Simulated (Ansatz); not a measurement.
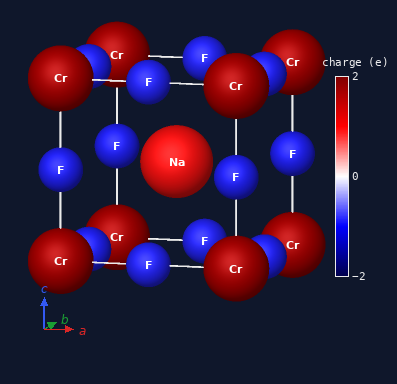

Spheres-only model, viewed slightly off an axis. The lines enclose the simulation cell; boundary atoms appear with their images. The atoms of this NaCrF₃ cell are coloured by their Bader charge.

Setup: DFT, PAW plane waves, PBE+U (Ansatz 0.2.0); plane waves up to 420 eV, a 6×6×6 grid in reciprocal space, Fermi-Dirac smearing of 0.079 eV, U_eff = 5.99 eV on Cr d, collinear spins. The state is ferromagnetic.

Question: Summarise the charge transfer.

Answer: Most positive: Cr; most negative: F. Charges: about Na +0.9 e; Cr +1.6 e; F -0.9 e.

Origin: a generated cell, made by putting these elements into a known structure type (the compound may or may not exist in this form); unrelaxed. A calculation with Ansatz used it as input.
